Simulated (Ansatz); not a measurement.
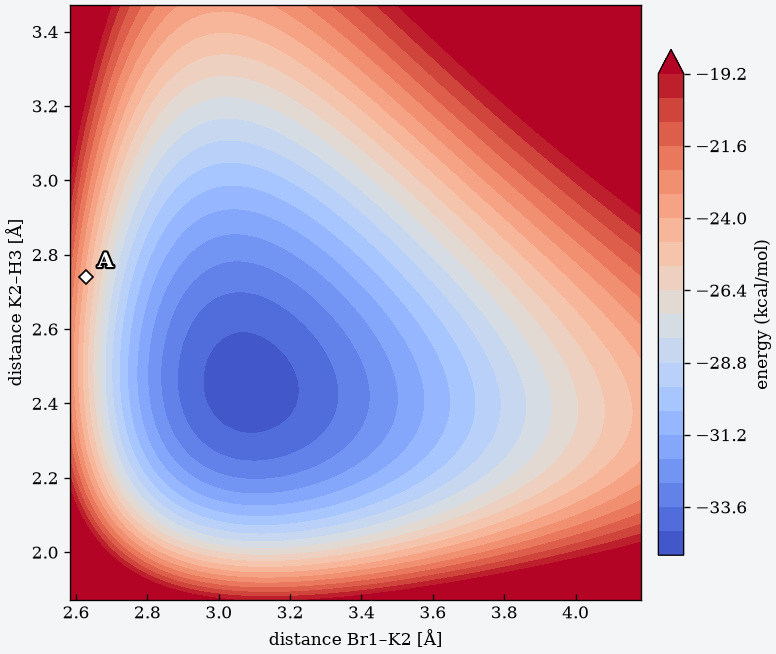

The system Br⁻ + KH. 
- First axis: distance Br1–K2. Second axis: distance K2–H3.
- Nothing is relaxed (the angle Br1–K2–H3 is fixed at 160 degrees).
- Grid: 17 × 17 points.
- Points are written as (first, second).
- Energies: kcal/mol, counted from Br with charge -1 far from the relaxed KH (each part in its own basis).
- The restricted reference is unstable at some or all points, so the energies there are unreliable.
- Level of theory: RHF-MP2, frozen core/def2-TZVPD in Ansatz 0.2.0.

In the figure: filled contours, one colour for all values above the top of the scale, the point A. Between grid points the surface is interpolated.

**Which way does the force act at A, and how strong is it?**

A, at (2.628 Å, 2.740 Å), is not a stationary point. The computed force is 54 kcal/mol for each Å towards larger values of distance Br1–K2 and 7.6 kcal/mol for each Å towards smaller values of distance K2–H3.
